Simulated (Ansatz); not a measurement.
# C2H9OSbSi: inversion of the pyramid at Sb5, part 2 of 2

Wanted: the energy profile along the inversion of the pyramid at Sb5, from relaxed end points and a band of images. SMILES of the start: CO[CH]([SiH3])[SbH2].

Ansatz 0.2.0; RKS PBE/def2-SVP. Earlier steps stand in the parts before.

## 5. The band

crystal.atoms is end A as relaxed above, and neb.final_atoms is end B, turned to lie on A. With 5 inner images the band has 7 in all.

Input file input.yaml:

```yaml
crystal:
  periodic: [false, false, false]
  atoms:
    - { symbol: C, position_ang: [-1.519096, 0.881531, 1.485359] }
    - { symbol: O, position_ang: [-0.194702, 0.550066, 1.131935] }
    - { symbol: C, position_ang: [-0.074385, -0.23359, -0.032165] }
    - { symbol: Si, position_ang: [1.651783, -1.039863, -0.034993] }
    - { symbol: Sb, position_ang: [-0.420048, 1.002315, -1.921186] }
    - { symbol: H, position_ang: [-2.022442, 1.478667, 0.68515] }
    - { symbol: H, position_ang: [-2.139157, -0.027462, 1.677704] }
    - { symbol: H, position_ang: [-1.478021, 1.490039, 2.409544] }
    - { symbol: H, position_ang: [-0.862335, -1.026276, -0.084298] }
    - { symbol: H, position_ang: [2.711297, 0.025156, -0.023338] }
    - { symbol: H, position_ang: [1.79286, -1.883287, -1.272265] }
    - { symbol: H, position_ang: [1.829035, -1.913693, 1.181153] }
    - { symbol: H, position_ang: [1.279434, 1.086959, -2.267982] }
    - { symbol: H, position_ang: [-0.567023, -0.419662, -2.905817] }
basis:
  gaussian: { orbitals: def2-SVP }
hamiltonian:
  xc: pbe
neb:
  order_check: false
  images: 5
  f_tol: 0.03
  max_iterations: 60
  initial_path: idpp
  final_atoms:
    - { symbol: C, position_ang: [-1.46170716, 0.84553622, 1.14840257] }
    - { symbol: O, position_ang: [-0.11797664, 0.50730268, 0.87861621] }
    - { symbol: C, position_ang: [0.07284194, -0.46530611, -0.11628716] }
    - { symbol: Si, position_ang: [1.80906257, -1.21919203, 0.11902492] }
    - { symbol: Sb, position_ang: [-0.12781508, 0.25187765, -2.27945453] }
    - { symbol: H, position_ang: [-1.96058747, 1.301772, 0.26050793] }
    - { symbol: H, position_ang: [-2.0574358, -0.04569423, 1.46272713] }
    - { symbol: H, position_ang: [-1.45730096, 1.58248267, 1.9746599] }
    - { symbol: H, position_ang: [-0.68840641, -1.2841491, -0.05208651] }
    - { symbol: H, position_ang: [2.86627774, -0.17155064, -0.09225919] }
    - { symbol: H, position_ang: [1.99378909, -2.317811, -0.89498397] }
    - { symbol: H, position_ang: [1.95512964, -1.78935917, 1.50435632] }
    - { symbol: H, position_ang: [0.77783395, 1.68652456, -1.92328519] }
    - { symbol: H, position_ang: [-1.61650542, 1.0884665, -1.96113742] }
```

The run is started by

```bash
ansatz run input.yaml --threads 2 --pin off --max-ram 3072MiB --backend cpu --events-out ev --progress --plain --runs-dir out
```

What it wrote (excerpt; [...] marks lines left out):

```text
Warning: RAYON_NUM_THREADS=2 ignored (pool sized by the plan → 2); use --threads N
[...]
Functional definition: PBE
[...]
1493 factors; their error is unknown
[...]
mean field -18666.21566173 eV, -685.9707731533 hartree, gradient 2.7e-5 eV, S^2 0.000000; 0 other end points of the search recorded, 0 dependent functions left out
[...]
reference -18666.21570380 eV, -685.9707746993 hartree; 33, 33 occupied and 98, 98 virtual orbitals, 1493 factors
1493 factors; their error is unknown
[...]
mean field -18666.18882575 eV, -685.9697869492 hartree, gradient 1.0e-5 eV, S^2 0.000000; 0 other end points of the search recorded, 0 dependent functions left out
[...]
reference -18666.18886741 eV, -685.9697884799 hartree; 33, 33 occupied and 98, 98 virtual orbitals, 1493 factors
NEB end point (image 0): max|allowed force component| = 1.020e-2 eV/Å (the criterion of neb.relax_end_points is 1.000e-2)
[...]
Atom 4 at    -0.047488     0.653967    -1.883187 Å, force    -0.007939     0.009839    -0.013485 eV/Å
Atom 5 at    -1.880928     1.404071     0.428567 Å, force     0.000805    -0.002514    -0.000273 eV/Å
Atom 6 at    -2.327308    -0.110214     1.327980 Å, force    -0.000593     0.000766     0.000454 eV/Å
Atom 7 at    -1.723788     1.336977     2.243694 Å, force    -0.001951     0.001369    -0.000195 eV/Å
Atom 8 at    -0.715299    -1.223068    -0.119278 Å, force    -0.002571     0.007795    -0.006757 eV/Å
Atom 9 at     2.801422    -0.010163    -0.130816 Å, force    -0.003929    -0.002966     0.001226 eV/Å
Atom 10 at     1.941996    -2.240114    -0.790729 Å, force     0.001298     0.002862     0.003758 eV/Å
Atom 11 at     2.096030    -1.609149     1.579828 Å, force    -0.001643     0.001393     0.000509 eV/Å
Atom 12 at     1.131188     1.766986    -2.360786 Å, force    -0.005864    -0.012569     0.004204 eV/Å
Atom 13 at    -1.237218     0.438594    -3.068050 Å, force     0.005185     0.002397    -0.002244 eV/Å
Dipole moment:    -0.312767    -0.094807     0.224164 e Å
this run last wrote the band of iteration 9 to <dir>
```

It took 95 s on 2 threads of AMD EPYC 9R14 (Zen 4), shared host; peak memory 0.2 GiB.

## 6. What the band shows

Images 0 and 6 are the ends. Energies count from image 0; the path length is the program's own measure over all atoms.

| image | path (Å) | energy (eV) | sum of angles at Sb5 (°) | band force (eV/Å) |
| --- | --- | --- | --- | --- |
| 0 | 0.000 | 0.0000 | 275.3 | - |
| 1 | 0.764 | 0.0281 | 280.3 | 0.012 |
| 2 | 1.529 | 0.3138 | 310.7 | 0.007 |
| 3* | 2.293 | 1.7565 | 360.0 | 0.019 |
| 4 | 2.990 | 0.4593 | 319.3 | 0.020 |
| 5 | 3.688 | 0.0910 | 285.3 | 0.015 |
| 6 | 4.385 | 0.0268 | 274.8 | - |

The star marks the climbing image.

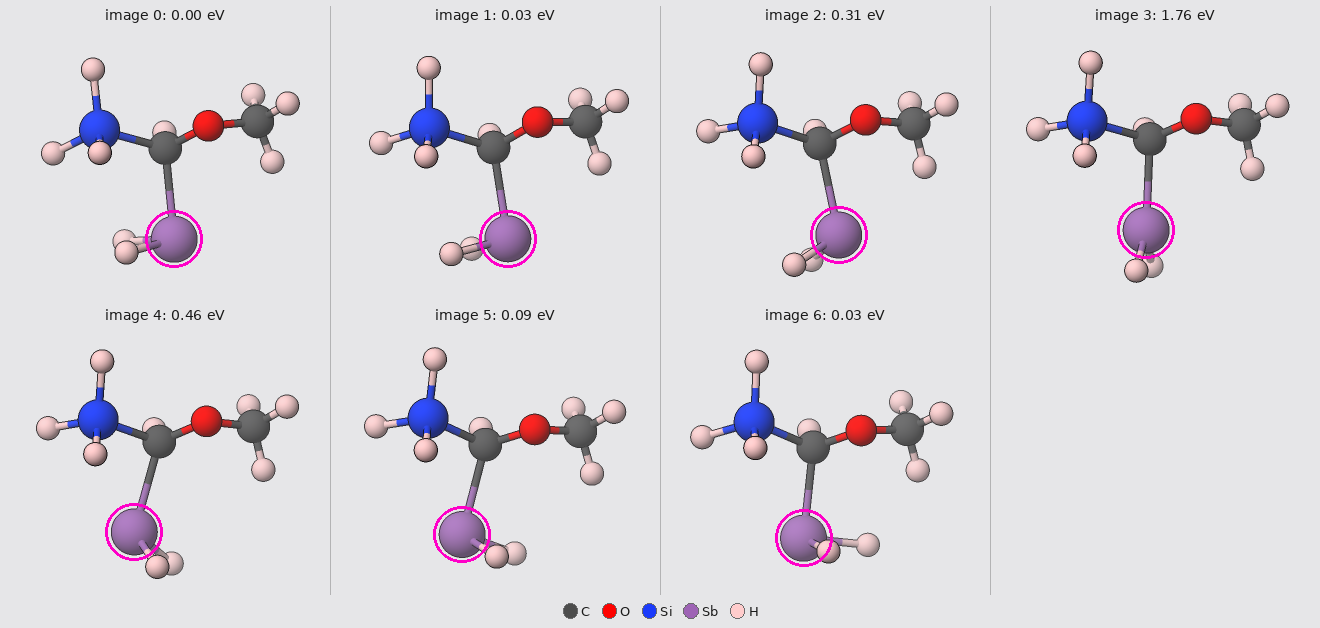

The images of the last band, seen from a chosen angle. Ringed: Sb5. Sticks join atoms closer than a bonding distance in each image.

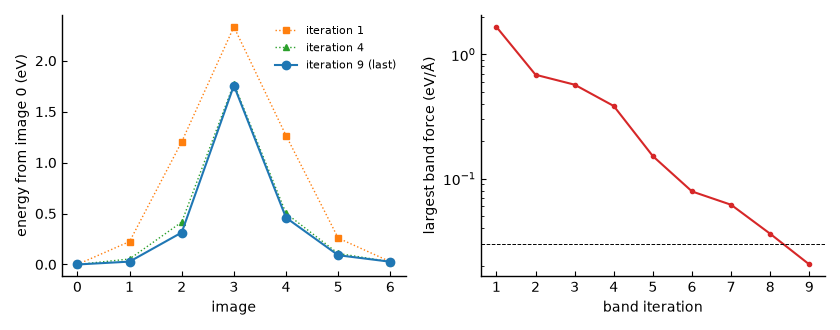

Left: energy of each image for early iterations and the last one (lines only join the points; early values far above the last band run off the scale). Right: the largest band force by iteration, with the threshold dashed.

How the highest energy settled:

```csv
iteration,highest image above image 0 (eV),largest band force (eV/Å)
1,2.3324,1.665
2,1.9665,0.686
3,1.8026,0.570
4,1.7751,0.384
5,1.7636,0.152
6,1.7590,0.079
7,1.7572,0.062
8,1.7568,0.036
9,1.7565,0.020
```

The band as a trajectory file:

```xyz
14
image=0 dE=0.0000
C    -1.519    0.882    1.485
O    -0.195    0.550    1.132
C    -0.074   -0.234   -0.032
Si    1.652   -1.040   -0.035
Sb   -0.420    1.002   -1.921
H    -2.022    1.479    0.685
H    -2.139   -0.027    1.678
H    -1.478    1.490    2.410
H    -0.862   -1.026   -0.084
H     2.711    0.025   -0.023
H     1.793   -1.883   -1.272
H     1.829   -1.914    1.181
H     1.279    1.087   -2.268
H    -0.567   -0.420   -2.906
14
image=1 dE=0.0281
C    -1.577    0.791    1.422
O    -0.232    0.450    1.179
C    -0.017   -0.249   -0.028
Si    1.727   -1.021    0.039
Sb   -0.318    1.167   -1.802
H    -1.983    1.453    0.616
H    -2.233   -0.111    1.486
H    -1.619    1.338    2.383
H    -0.775   -1.058   -0.177
H     2.789    0.029   -0.122
H     1.852   -2.035   -1.066
H     1.931   -1.708    1.365
H     1.310    0.993   -2.375
H    -0.868   -0.068   -2.892
14
image=2 dE=0.3138
C    -1.599    0.755    1.337
O    -0.250    0.355    1.182
C     0.024   -0.377    0.009
Si    1.793   -1.088    0.140
Sb   -0.344    1.123   -1.719
H    -1.914    1.412    0.491
H    -2.294   -0.117    1.379
H    -1.674    1.333    2.278
H    -0.719   -1.199   -0.149
H     2.814   -0.029   -0.164
H     1.922   -2.223   -0.840
H     2.057   -1.613    1.530
H     1.211    1.415   -2.416
H    -1.040    0.223   -3.030
14
image=3 dE=1.7565
C    -1.630    0.759    1.306
O    -0.279    0.336    1.205
C     0.035   -0.426    0.108
Si    1.823   -1.106    0.182
Sb   -0.047    0.654   -1.883
H    -1.881    1.404    0.429
H    -2.327   -0.110    1.328
H    -1.724    1.337    2.244
H    -0.715   -1.223   -0.119
H     2.801   -0.010   -0.131
H     1.942   -2.240   -0.791
H     2.096   -1.609    1.580
H     1.131    1.767   -2.361
H    -1.237    0.439   -3.068
14
image=4 dE=0.4593
C    -1.640    0.755    1.259
O    -0.284    0.376    1.152
C     0.040   -0.403    0.048
Si    1.817   -1.100    0.228
Sb    0.251    0.295   -2.168
H    -1.934    1.406    0.402
H    -2.322   -0.130    1.282
H    -1.755    1.317    2.206
H    -0.695   -1.230   -0.123
H     2.809   -0.009   -0.086
H     1.984   -2.226   -0.753
H     2.071   -1.605    1.622
H     0.942    1.882   -2.173
H    -1.298    0.642   -2.866
14
image=5 dE=0.0910
C    -1.631    0.745    1.107
O    -0.256    0.456    0.965
C     0.093   -0.431   -0.061
Si    1.847   -1.103    0.273
Sb    0.249    0.271   -2.260
H    -2.014    1.364    0.262
H    -2.249   -0.183    1.171
H    -1.753    1.312    2.051
H    -0.632   -1.280   -0.144
H     2.858   -0.015    0.027
H     2.094   -2.226   -0.699
H     2.003   -1.607    1.681
H     0.771    1.878   -1.871
H    -1.394    0.790   -2.472
14
image=6 dE=0.0268
C    -1.563    0.681    1.125
O    -0.192    0.422    0.911
C     0.100   -0.450   -0.151
Si    1.852   -1.152    0.125
Sb   -0.006    0.450   -2.252
H    -2.029    1.195    0.251
H    -2.135   -0.258    1.323
H    -1.640    1.341    2.011
H    -0.626   -1.300   -0.206
H     2.872   -0.049    0.072
H     2.145   -2.147   -0.967
H     1.942   -1.838    1.462
H     0.812    1.882   -1.717
H    -1.546    1.195   -1.955
```

## 7. Frequencies at the highest image

The geometry is the highest inner image of the first converged band.

Input file input.yaml:

```yaml
crystal:
  periodic: [false, false, false]
  atoms:
    - { symbol: C, position_ang: [-1.630296, 0.759183, 1.305865] }
    - { symbol: O, position_ang: [-0.278816, 0.335717, 1.205105] }
    - { symbol: C, position_ang: [0.034808, -0.426226, 0.10813] }
    - { symbol: Si, position_ang: [1.822898, -1.10566, 0.182478] }
    - { symbol: Sb, position_ang: [-0.047488, 0.653967, -1.883187] }
    - { symbol: H, position_ang: [-1.880928, 1.404071, 0.428567] }
    - { symbol: H, position_ang: [-2.327308, -0.110214, 1.32798] }
    - { symbol: H, position_ang: [-1.723788, 1.336977, 2.243694] }
    - { symbol: H, position_ang: [-0.715299, -1.223068, -0.119278] }
    - { symbol: H, position_ang: [2.801422, -0.010163, -0.130816] }
    - { symbol: H, position_ang: [1.941996, -2.240114, -0.790729] }
    - { symbol: H, position_ang: [2.09603, -1.609149, 1.579828] }
    - { symbol: H, position_ang: [1.131188, 1.766986, -2.360786] }
    - { symbol: H, position_ang: [-1.237218, 0.438594, -3.06805] }
basis:
  gaussian: { orbitals: def2-SVP }
hamiltonian:
  xc: pbe
phonons: {}
```

The run is started by

```bash
ansatz run input.yaml --threads 2 --pin off --max-ram 3072MiB --backend cpu --events-out ev --progress --plain --runs-dir out
```

What it wrote (excerpt; [...] marks lines left out):

```text
Warning: RAYON_NUM_THREADS=2 ignored (pool sized by the plan → 2); use --threads N
[...]
Functional definition: PBE
[...]
1493 factors; their error is unknown
[...]
mean field -18664.45918851 eV, -685.9062239529 hartree, gradient 2.8e-5 eV, S^2 0.000000; 0 other end points of the search recorded, 0 dependent functions left out
[...]
reference -18664.45923233 eV, -685.9062255632 hartree; 33, 33 occupied and 98, 98 virtual orbitals, 1493 factors
[...]
1493 factors; their error is unknown
mean field -18664.45906185 eV, -685.9062192981 hartree, gradient 1.9e-6 eV, S^2 0.000000; 0 other end points of the search recorded, 0 dependent functions left out
[...]
reference -18664.45910565 eV, -685.9062209079 hartree; 33, 33 occupied and 98, 98 virtual orbitals, 1493 factors
[...]
1493 factors; their error is unknown
[...]
mean field -18664.45905335 eV, -685.9062189858 hartree, gradient 1.2e-6 eV, S^2 0.000000; 0 other end points of the search recorded, 0 dependent functions left out
[...]
WARN: phonons: modes at or below zero, which the zero-point energy, F, S and C_V leave out: 1, the lowest at -830.79 cm⁻¹. A minimum has none, and a first-order saddle one
[...]
Atom 6 at    -2.327308    -0.110214     1.327980 Å, force    -0.000551     0.000816     0.000469 eV/Å
Atom 7 at    -1.723788     1.336977     2.243694 Å, force    -0.001923     0.001364    -0.000175 eV/Å
Atom 8 at    -0.715299    -1.223068    -0.119278 Å, force    -0.002623     0.007874    -0.006773 eV/Å
Atom 9 at     2.801422    -0.010163    -0.130816 Å, force    -0.003963    -0.002957     0.001214 eV/Å
Atom 10 at     1.941996    -2.240114    -0.790729 Å, force     0.001518     0.002734     0.003854 eV/Å
Atom 11 at     2.096030    -1.609149     1.579828 Å, force    -0.001647     0.001404     0.000512 eV/Å
Atom 12 at     1.131188     1.766986    -2.360786 Å, force    -0.005845    -0.012540     0.004266 eV/Å
Atom 13 at    -1.237218     0.438594    -3.068050 Å, force     0.005185     0.002360    -0.002284 eV/Å
Dipole moment:    -0.312766    -0.094809     0.224155 e Å
Vibrations: -830.79 118.83 130.04 166.43 174.07 204.56 236.15 260.69 308.94 387.15 439.85 592.28 624.32 702.07 781.62 873.11 880.32 913.17 955.70 1000.89 1117.33 1138.25 1178.48 1257.07 1379.48 1407.88 1419.02 1959.74 2014.92 2134.80 2180.79 2200.29 2900.43 2928.90 2982.24 3092.59 cm⁻¹, [...]
```

Run time: 95 s. Hardware: 2 threads of AMD EPYC 9R14 (Zen 4), shared host; peak memory 0.2 GiB.

Of 36 modes, 1 is imaginary by more than 30 cm⁻¹ (831i cm⁻¹).

## 8. Results

What follows sums up all 2 parts.

```
                    quantity                     value
                       end A  11 moves, 0.493 eV lower
                       end B  25 moves, 0.528 eV lower
            barrier forwards                   1.76 eV
           barrier backwards                   1.73 eV
second end relative to first                 +0.027 eV
               highest image     3 of 0 to 6, climbing
             band iterations                         9
  imaginary modes at the top                 831i cm⁻¹
```

The barrier from the first end is 1.76 eV, 68 times kT at 300 K; with a typical attempt rate of 10^13 per second that is roughly 10^-17 events a second. Going back costs 1.73 eV, since the second end is 0.027 eV above the first. One imaginary mode, as a first-order saddle point has. These are electronic energies, with no zero-point or thermal terms.
